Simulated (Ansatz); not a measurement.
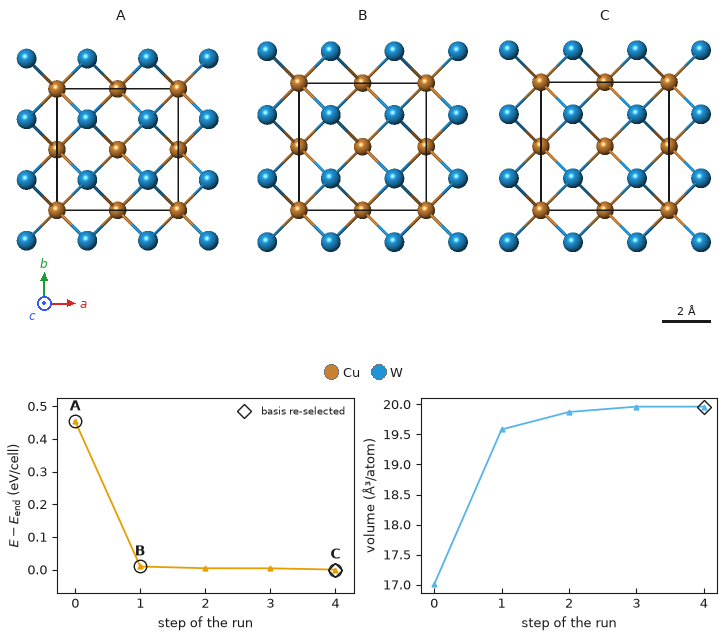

Frames of a relaxation of a crystal of CuW (a generated structure, set up in F-43m) (coarse preliminary run), marked on the history of the run. Style: ball-and-stick. Shown: the conventional cell (4 times the calculation's cell), along the c axis. Lengths and directions refer to the drawn axes.

These are results of DFT PBE, scalar-relativistic, plane waves, PAW in Ansatz 0.2.0, not measurements.

Input file:
```yaml
crystal:
  lattice:
    - [0.0, 2.57150523, 2.57150523]
    - [2.57150523, 0.0, 2.57150523]
    - [2.57150523, 2.57150523, 0.0]
  atoms:
    - { symbol: Cu, position: [0.0, 0.0, 0.0] }
    - { symbol: W, position: [0.25, 0.25, 0.25] }
basis:
  ecutwfc: 420
kpoints:
  mp_grid: { grid: [6, 6, 6] }
hamiltonian:
  xc: pbe
scf:
  occupations: { method: gaussian, width: 0.1 }
  lower_state_search: "off"
output:
  forces: true
  stress: true
  eigenvalues: true
relax:
  adjacent_minimum: "off"
  f_tol: 0.04
  max_steps: 70
  cell: { stress_tol: 0.4 }
```

Launched with:
```bash
ansatz run input.yaml --threads 1 --pin off --max-ram 2560MiB --backend cpu --events-out ev --progress --plain --runs-dir out
```

### Describe the path.

The energy falls by 0.453 eV per cell of the calculation in 3 accepted moves (4 points after the start). All forces vanish by symmetry, so only the cell relaxes. The pressure goes from 28.25 to 0.18 GPa. The SCF was repeated once at an unchanged geometry on a basis and grid sized afresh for the cell, which shifted the energy by 4.0 meV per cell of the calculation at most. No atom moves by more than 0.005 Å relative to the cell. Cell: a = b = c 5.143 → 5.425 Å (+5.5 %). Volume +17.4 %. Near-neighbour distances that change, for instance: Cu1–W2 2.227 → 2.349 Å. The space group stays F-43m (No. 216). The run took 11 s on 1 thread of Intel(R) Xeon(R) Platinum 8259CL CPU @ 2.50GHz (Skylake/Cascade Lake), on a shared host, peak memory 0.38 GiB. From step 0 to 1: volume +15.2 %, energy −0.444 eV per cell of the calculation. From step 1 to 4: volume +1.9 %, energy −9.6 meV per cell of the calculation.

```json
{"step": "0", "E − E(0), meV/atom": "0.00", "pressure, GPa": "28.25", "volume, Å³/atom": "17.004", "note": ""}
{"step": "1", "E − E(0), meV/atom": "-221.86", "pressure, GPa": "2.49", "volume, Å³/atom": "19.582", "note": ""}
{"step": "2", "E − E(0), meV/atom": "-224.50", "pressure, GPa": "0.56", "volume, Å³/atom": "19.872", "note": ""}
{"step": "3", "E − E(0), meV/atom": "-224.62", "pressure, GPa": "0.00", "volume, Å³/atom": "19.961", "note": ""}
{"step": "4", "E − E(0), meV/atom": "-226.64", "pressure, GPa": "0.18", "volume, Å³/atom": "19.961", "note": "same geometry, new basis"}
```
